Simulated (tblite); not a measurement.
# Run report: C$_{4}$H$_{10}$FNSi, geometry relaxation

The run: geometry relaxation of C$_{4}$H$_{10}$FNSi, SMILES CN([SiH2]F)C1CC1. Method and program: GFN2-xTB geometry optimisation, gas phase (tblite 0.8.0).

It belongs to a series of runs on one base structure; here: terminal Si group replaced by H.

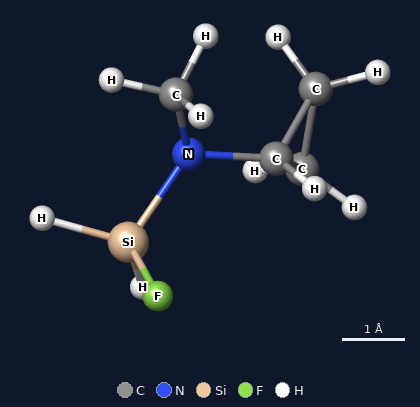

*The structure as given in the input (ball-and-stick view, seen at a tilt).*

**Summary**

| quantity | value |
| --- | --- |
| outcome | converged |
| total energy | −629.0706 eV |
| hardware | 1 CPU thread, shared host |
| wall time | 1.1 s |
| peak memory | 0.18 GiB |

**The input**
```
{"job": {"kind": "relax", "xc": "GFN2-xTB", "basis": "xTB"}, "charge": 0, "multiplicity": 1}
C      0.788500     1.573500    -0.537700
N      0.618200     0.207500    -0.045200
Si     1.926800    -0.928800    -0.270600
F      1.987100    -1.220000    -1.854500
C     -0.786400    -0.236100    -0.201600
C     -1.452400    -1.086600     0.842000
C     -1.860100     0.346700     0.672500
H      0.710000     1.620600    -1.625900
H      0.021100     2.239300    -0.118300
H      1.742400     2.001700    -0.237800
H      1.626600    -2.173800     0.473200
H      3.179000    -0.298600     0.175500
H     -1.078500    -0.433400    -1.231700
H     -2.128900    -1.857400     0.509800
H     -0.895400    -1.334800     1.740900
H     -1.579300     1.043200     1.466800
H     -2.825900     0.549000     0.232700
```

The first line tells a small driver script what to run in tblite; the rest is the geometry in Å.

Launched with:
```bash
OMP_NUM_THREADS=1 python <driver script> task.json out
```

**Output**
```
step      E/eV     max force
  0    -628.78912    1.136
  1    -628.83709    0.628
  2    -628.86625    0.494
  3    -628.88695    0.440
  4    -628.90251    0.251
  5    -628.91005    0.230
  6    -628.91639    0.246
  7    -628.92230    0.234
  8    -628.92698    0.192
  9    -628.93105    0.178
 10    -628.93535    0.160
 11    -628.93915    0.172
 12    -628.94205    0.119
 13    -628.94424    0.137
 14    -628.94632    0.131
 15    -628.94874    0.165
 16    -628.95105    0.121
 17    -628.95285    0.118
 18    -628.95448    0.120
 19    -628.95624    0.124
 20    -628.95828    0.150
 21    -628.96067    0.125
 22    -628.96304    0.109
 23    -628.96493    0.111
 24    -628.96638    0.095
 25    -628.96768    0.078
 26    -628.96871    0.064
 27    -628.96930    0.056
 28    -628.96965    0.053
 29    -628.97002    0.053
 30    -628.97043    0.043
 31    -628.97077    0.040
 32    -628.97099    0.031
 33    -628.97115    0.032
 34    -628.97133    0.035
 35    -628.97155    0.037
 36    -628.97181    0.043
 37    -628.97212    0.046
 38    -628.97247    0.048
 39    -628.97279    0.054
 40    -628.97307    0.050
 41    -628.97334    0.044
 42    -628.97365    0.046
 43    -628.97400    0.054
 44    -628.97435    0.066
 45    -628.97470    0.066
 46    -628.97515    0.056
 47    -628.97582    0.066
 48    -628.97674    0.069
 49    -628.97774    0.061
 50    -628.97844    0.047
 51    -628.97883    0.040
 52    -628.97913    0.042
 53    -628.97947    0.046
 54    -628.97981    0.040
 55    -628.98012    0.046
 56    -628.98039    0.038
 57    -628.98059    0.032
 58    -628.98072    0.021
 59    -628.98077    0.021
 60    -628.98081    0.014
 61    -628.98085    0.013
 62    -628.98088    0.015
 63    -628.98092    0.014
 64    -628.98096    0.014
 65    -628.98099    0.015
 66    -628.98102    0.011
 67    -628.98105    0.013
 68    -628.98107    0.014
 69    -628.98109    0.014
 70    -628.98112    0.017
 71    -628.98115    0.017
 72    -628.98121    0.021
 73    -628.98128    0.022
 74    -628.98135    0.016
 75    -628.98139    0.016
 76    -628.98142    0.016
 77    -628.98146    0.021
 78    -628.98152    0.024
 79    -628.98160    0.021
 80    -628.98168    0.021
 81    -628.98175    0.017
 82    -628.98182    0.019
 83    -628.98188    0.021
 84    -628.98195    0.020
 85    -628.98202    0.020
 86    -628.98212    0.021
 87    -628.98229    0.028
 88    -628.98260    0.056
 89    -628.98310    0.082
 90    -628.98355    0.073
 91    -628.98386    0.052
 92    -628.98286    0.125
 93    -628.98411    0.028
 94    -628.98418    0.026
 95    -628.98446    0.047
 96    -628.98459    0.028
 97    -628.98489    0.039
 98    -628.98546    0.054
 99    -628.98663    0.088
100    -628.98656    0.130
101    -628.98303    0.357
102    -628.98877    0.084
103    -628.98971    0.077
104    -628.99242    0.111
105    -628.98653    0.557
106    -628.99592    0.118
107    -628.99857    0.109
108    -629.01058    0.367
109    -629.02049    0.391
110    -629.03331    0.282
111    -629.02889    0.574
112    -629.03860    0.423
113    -629.03314    0.322
114    -629.04754    0.096
115    -629.03981    0.468
116    -629.05226    0.095
117    -629.05441    0.100
118    -629.05504    0.327
119    -629.06149    0.078
120    -629.06268    0.068
121    -629.06344    0.184
122    -629.06436    0.058
123    -629.06475    0.045
124    -629.06523    0.043
125    -629.06548    0.036
126    -629.06564    0.033
127    -629.06583    0.030
128    -629.06621    0.032
129    -629.06648    0.039
130    -629.06693    0.046
131    -629.06725    0.045
132    -629.06755    0.039
133    -629.06782    0.035
134    -629.06812    0.038
135    -629.06844    0.041
136    -629.06872    0.037
137    -629.06895    0.032
138    -629.06913    0.021
139    -629.06925    0.024
140    -629.06930    0.021
141    -629.06935    0.018
142    -629.06941    0.019
143    -629.06951    0.019
144    -629.06960    0.020
145    -629.06964    0.016
146    -629.06966    0.013
147    -629.06968    0.012
148    -629.06971    0.010
149    -629.06974    0.014
150    -629.06977    0.016
151    -629.06981    0.014
152    -629.06984    0.016
153    -629.06988    0.018
154    -629.06993    0.020
155    -629.06998    0.024
156    -629.07005    0.022
157    -629.07013    0.022
158    -629.07021    0.022
159    -629.07029    0.027
160    -629.07037    0.024
161    -629.07044    0.016
162    -629.07048    0.015
163    -629.07053    0.014
164    -629.07056    0.018
165    -629.07060    0.016
166    -629.07062    0.009
```

**Trajectory as extended XYZ (Å, eV, eV/Å), 6 of the 167 frames kept, from step=0 to step=166**
```
17
Properties=species:S:1:pos:R:3:forces:R:3 step=0 energy=-628.78912
C     0.7885    1.5735   -0.5377   -0.2970   0.0980   0.2340
N     0.6182    0.2075   -0.0452   -0.7450  -0.3090  -0.1500
Si    1.9268   -0.9288   -0.2706   -0.6740   0.3650   0.8390
F     1.9871   -1.2200   -1.8545    0.2840  -0.2450  -0.1000
C    -0.7864   -0.2361   -0.2016    0.9810   0.2640   0.2810
C    -1.4524   -1.0866    0.8420    0.3270   0.1500   0.1490
C    -1.8601    0.3467    0.6725    0.1540   0.1610   0.3180
H     0.7100    1.6206   -1.6259    0.0170   0.0180  -0.1070
H     0.0211    2.2393   -0.1183   -0.0080  -0.3090  -0.0410
H     1.7424    2.0017   -0.2378    0.1540  -0.3160   0.0030
H     1.6266   -2.1738    0.4732    0.0300   0.4070  -0.4550
H     3.1790   -0.2986    0.1755   -0.3000  -0.1010  -0.2990
H    -1.0785   -0.4334   -1.2317    0.1160   0.0370   0.0020
H    -2.1289   -1.8574    0.5098    0.0190  -0.0570  -0.0010
H    -0.8954   -1.3348    1.7409   -0.0590   0.0270  -0.2740
H    -1.5793    1.0432    1.4668   -0.0560  -0.2750  -0.3780
H    -2.8259    0.5490    0.2327    0.0570   0.0840  -0.0220
17
Properties=species:S:1:pos:R:3:forces:R:3 step=33 energy=-628.97115
C     0.7471    1.5975   -0.5417    0.0040  -0.0010  -0.0090
N     0.5536    0.2064   -0.1873   -0.0070   0.0010   0.0160
Si    1.8445   -0.9194   -0.2239   -0.0050   0.0050   0.0070
F     2.2226   -1.4329   -1.7141    0.0020   0.0030  -0.0240
C    -0.8092   -0.2187   -0.2709    0.0020  -0.0110   0.0090
C    -1.3793   -1.0815    0.8120   -0.0140  -0.0020   0.0000
C    -1.8192    0.3454    0.6869    0.0050  -0.0060   0.0010
H     0.6350    1.7627   -1.6189   -0.0230   0.0000  -0.0150
H     0.0162    2.2189   -0.0214   -0.0010  -0.0060  -0.0040
H     1.7455    1.9125   -0.2480    0.0160  -0.0080  -0.0120
H     1.4393   -2.1341    0.4537   -0.0030  -0.0060   0.0140
H     3.0473   -0.2344    0.2125   -0.0040   0.0120   0.0230
H    -1.1647   -0.4087   -1.2841    0.0240   0.0210   0.0060
H    -2.0638   -1.8693    0.5373   -0.0110   0.0060  -0.0070
H    -0.7359   -1.3272    1.6422   -0.0010   0.0080  -0.0180
H    -1.4750    1.0380    1.4395    0.0070  -0.0150  -0.0020
H    -2.8111    0.5570    0.3162    0.0090  -0.0020   0.0140
17
Properties=species:S:1:pos:R:3:forces:R:3 step=66 energy=-628.98102
C     0.7353    1.5833   -0.6183    0.0010   0.0040  -0.0010
N     0.5471    0.2080   -0.2059    0.0030   0.0000  -0.0060
Si    1.8500   -0.9011   -0.1547    0.0000   0.0000   0.0090
F     2.3482   -1.3878   -1.6184    0.0000   0.0040  -0.0030
C    -0.8224   -0.1936   -0.2733    0.0050  -0.0040  -0.0010
C    -1.3970   -1.1111    0.7583    0.0020   0.0020  -0.0020
C    -1.7923    0.3344    0.7453    0.0000  -0.0010   0.0070
H     0.4561    1.7246   -1.6688    0.0090   0.0000   0.0070
H     0.1155    2.2447   -0.0077   -0.0020  -0.0040  -0.0090
H     1.7779    1.8658   -0.4967   -0.0070  -0.0020  -0.0030
H     1.4196   -2.1256    0.4880    0.0020  -0.0080  -0.0050
H     3.0066   -0.2043    0.3819   -0.0070   0.0030   0.0030
H    -1.2030   -0.2981   -1.2896    0.0000  -0.0020  -0.0020
H    -2.1134   -1.8529    0.4397   -0.0010   0.0030   0.0030
H    -0.7487   -1.4370    1.5557   -0.0040   0.0010  -0.0040
H    -1.4009    0.9581    1.5337    0.0020   0.0050   0.0030
H    -2.7856    0.6048    0.4211   -0.0030  -0.0020   0.0040
17
Properties=species:S:1:pos:R:3:forces:R:3 step=100 energy=-628.98656
C     0.7104    1.5146   -0.8440    0.0060  -0.0090  -0.0060
N     0.5020    0.1695   -0.3501   -0.0050  -0.0190   0.0180
Si    1.8254   -0.8678   -0.0394   -0.1070   0.0030   0.0060
F     2.7551   -0.9466   -1.3546    0.0830   0.0180  -0.0980
C    -0.8837   -0.1577   -0.2679    0.0300   0.0860  -0.0020
C    -1.4100   -1.1321    0.7324    0.0100  -0.0060  -0.0390
C    -1.6927    0.3285    0.9061    0.0040   0.0350  -0.0430
H     0.4292    1.5829   -1.9021    0.0190   0.0330   0.0460
H     0.0945    2.2177   -0.2754    0.0540   0.0300  -0.0240
H     1.7583    1.7912   -0.7429   -0.0700  -0.0130  -0.0220
H     1.3492   -2.2159    0.1718   -0.0120  -0.0730   0.0140
H     2.7464   -0.3209    0.9472   -0.0120   0.0350   0.0620
H    -1.3816   -0.1120   -1.2360   -0.0070  -0.0920  -0.0100
H    -2.2204   -1.7697    0.4208   -0.0650  -0.0710  -0.0030
H    -0.7231   -1.6048    1.4114    0.0840   0.0200   0.0430
H    -1.1655    0.8634    1.6802   -0.0130  -0.0520   0.0560
H    -2.7005    0.6717    0.7327    0.0010   0.0750   0.0030
17
Properties=species:S:1:pos:R:3:forces:R:3 step=133 energy=-629.06782
C     0.6957    1.4389   -1.1319   -0.0050  -0.0080   0.0050
N     0.4527    0.1367   -0.5452   -0.0080   0.0010  -0.0020
Si    1.6998   -0.8286    0.1209    0.0020   0.0230   0.0260
F     3.0450   -0.3015   -0.5860    0.0190  -0.0100  -0.0200
C    -0.9266   -0.0861   -0.2745   -0.0030  -0.0200  -0.0040
C    -1.3871   -1.1499    0.6658   -0.0080  -0.0080  -0.0170
C    -1.5327    0.2933    1.0507    0.0040  -0.0080  -0.0110
H     0.1277    1.5362   -2.0613    0.0070  -0.0030  -0.0120
H     0.3892    2.2459   -0.4595   -0.0040   0.0050   0.0280
H     1.7525    1.5454   -1.3531    0.0050   0.0210  -0.0150
H     1.5356   -2.2153   -0.2855    0.0090  -0.0050  -0.0140
H     1.9934   -0.6454    1.5426   -0.0050  -0.0070   0.0100
H    -1.5458    0.0837   -1.1527   -0.0020   0.0230  -0.0080
H    -2.2725   -1.7049    0.3958   -0.0230  -0.0080   0.0230
H    -0.6470   -1.7383    1.1814   -0.0010   0.0010   0.0270
H    -0.8678    0.6712    1.8119    0.0090   0.0020  -0.0080
H    -2.5192    0.7306    1.0705    0.0030   0.0030  -0.0090
17
Properties=species:S:1:pos:R:3:forces:R:3 step=166 energy=-629.07062
C     0.6878    1.4533   -1.0737   -0.0030  -0.0030   0.0030
N     0.4587    0.1191   -0.5559   -0.0010  -0.0030   0.0020
Si    1.7146   -0.8477    0.0916   -0.0020  -0.0050   0.0070
F     3.0499   -0.3335   -0.6443   -0.0010   0.0010  -0.0050
C    -0.9206   -0.1215   -0.2972   -0.0020  -0.0040  -0.0020
C    -1.3824   -1.1433    0.6889    0.0030   0.0010   0.0010
C    -1.5475    0.3152    0.9997   -0.0010   0.0020   0.0050
H     0.1088    1.5962   -1.9902   -0.0020  -0.0010  -0.0040
H     0.3829    2.2191   -0.3531    0.0010   0.0030   0.0000
H     1.7408    1.5822   -1.3026    0.0070   0.0010   0.0010
H     1.5277   -2.2324   -0.3128    0.0010   0.0080  -0.0010
H     2.0376   -0.6667    1.5079   -0.0020  -0.0030  -0.0020
H    -1.5303    0.0050   -1.1898   -0.0030   0.0000  -0.0090
H    -2.2608   -1.7210    0.4434    0.0050   0.0020  -0.0030
H    -0.6428   -1.6940    1.2465    0.0000   0.0000   0.0010
H    -0.8943    0.7372    1.7479    0.0000   0.0050   0.0020
H    -2.5372    0.7451    0.9839    0.0000  -0.0020   0.0020
```

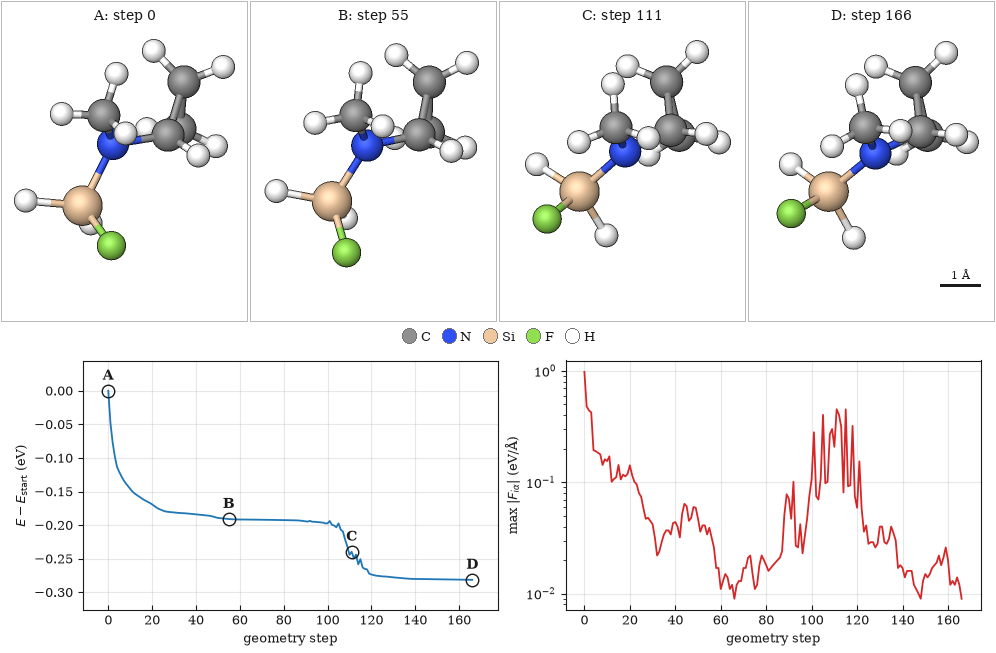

*Frames of the relaxation (ball-and-stick view, seen at a tilt) above the curves, on which the letters mark them (steps are counted from 0).*

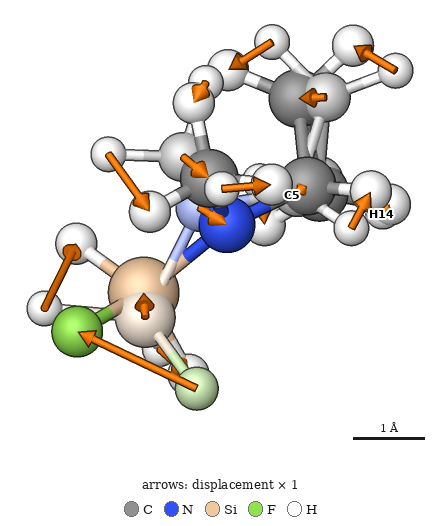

*Start (faint) and end (solid) with the displacements as orange arrows, at true length (ball-and-stick view, seen at a tilt). The two geometries are laid on each other by the best rigid fit.*

The largest move after the best rigid fit is that of F4, 1.88 Å. Largest moves by element: F 1.88 Å, H 1.80 Å, C 0.57 Å, N 0.54 Å, Si 0.44 Å. Distances before and after: N2–C5 1.481 → 1.424 Å, N2–Si3 1.748 → 1.712 Å, Si3–H11 1.481 → 1.455 Å, C1–N2 1.462 → 1.449 Å. Among the angles that change: N2–Si3–H12 108.6° → 117.3°, F4–Si3–H12 110.1° → 102.7°, C1–N2–Si3 118.5° → 122.6°. Over 166 geometry steps the energy falls by 0.281 eV. The largest force component goes from 0.98 to 0.009 eV/Å. (Atoms are counted from 1 in the order of the input.)
